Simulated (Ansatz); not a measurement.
**BF (triplet): the correlation ladder, aug-cc-pVDZ**

Aim: climb from Hartree-Fock through coupled cluster and multireference methods for BF (triplet) at one geometry and basis, and see what each rung misses.

Method: aug-cc-pVDZ, core rule «outside noble gas», up to 2 orbitals frozen; program: Ansatz 0.2.0, Gaussian basis.

To be run: UHF; CCSD(T) on ROHF; CCSD(T) on UHF; BCCD(T) on ROHF; CISD; CCSDT(Q) on ROHF; CCSDT(Q) on UHF; CASSCF and MRCISD+Q, 10 electrons in 8 orbitals; CASSCF and NEVPT2, 10 electrons in 8 orbitals.

12 further runs of the same task are left out: 3 for a known fault of the program, 1 that didn't finish, 8 set aside as unsound or not needed.

## 1. What is computed

The geometry is a PBE0/def2-TZVPD stationary point (not a proven minimum) of the parent state, kept for this charge and spin.

2 atoms, charge 0, spin multiplicity 3.

Atoms are counted from 1 here; the program's logs count them from 0.

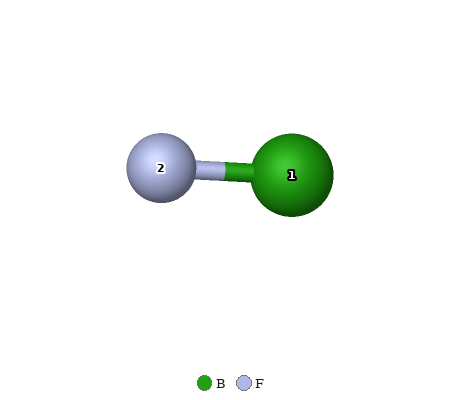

The structure; boron green, fluorine light blue; atoms are numbered from 1 in the order of the file.

## 2. UHF

The input, in.yaml:

```yaml
crystal:
  periodic: [false, false, false]
  atoms:
    - {symbol: B, position_ang: [0.000000, 0.000000, 0.000000]}
    - {symbol: F, position_ang: [0.000000, 0.000000, 1.402700]}
basis:
  gaussian: {orbitals: aug-cc-pVDZ}
magnetization: {spin_polarized: true, initial_magnetization: 2}
hamiltonian: {xc: hf}
output: {orbitals: {seedname: orbitals}}
```

Run with:

```
$ ansatz run in.yaml --threads 1 --pin off --events-out ev --progress --plain --max-ram 2393MiB
```

After this run come: CCSD(T) on ROHF; CCSD(T) on UHF; BCCD(T) on ROHF; CISD; CCSDT(Q) on ROHF; CCSDT(Q) on UHF; CASSCF and MRCISD+Q, 10 electrons in 8 orbitals; CASSCF and NEVPT2, 10 electrons in 8 orbitals.

Q: Predict the results of all the runs planned. Wanted: UCCSDT(Q) below the RHF energy; RMP2 from UCCSDT(Q); UMP2 from UCCSDT(Q); RCCSD from UCCSDT(Q); RCCSD(T) from UCCSDT(Q); UCCSD(T) from UCCSDT(Q); RCCSDT(Q) from UCCSDT(Q); NEVPT2 valence from UCCSDT(Q); MRCISD+Q valence from UCCSDT(Q).

The runs gave:

| quantity | value |
| --- | --- |
| UCCSDT(Q) below the RHF energy | -6.9580 eV |
| RMP2 from UCCSDT(Q) | +34.8 kJ/mol |
| UMP2 from UCCSDT(Q) | +33.7 kJ/mol |
| RCCSD from UCCSDT(Q) | +19.8 kJ/mol |
| RCCSD(T) from UCCSDT(Q) | +2.7 kJ/mol |
| UCCSD(T) from UCCSDT(Q) | +2.6 kJ/mol |
| RCCSDT(Q) from UCCSDT(Q) | +0.4 kJ/mol |
| NEVPT2 valence from UCCSDT(Q) | +82.5 kJ/mol |
| MRCISD+Q valence from UCCSDT(Q) | +3.6 kJ/mol |
| levels within 1 kcal/mol (43 meV) | RCCSD(T), UCCSD(T), BCCD(T), RCCSDT, UCCSDT, RCCSDT(Q), MRCISD+Q valence |
| T1 diagnostic | 0.023 |
| effectively unpaired electrons | 2.01 |

What this shows: RCCSD(T) misses by +2.7 kJ/mol, 0.4 % of the correlation energy. One determinant dominates. Of the multireference levels listed MRCISD+Q valence comes nearest in total energy (+3.6 kJ/mol), which doesn't show that its space is the better one. These misses are within one basis, not against nature; the frozen cores of restricted and unrestricted runs differ, which can shift their rows.
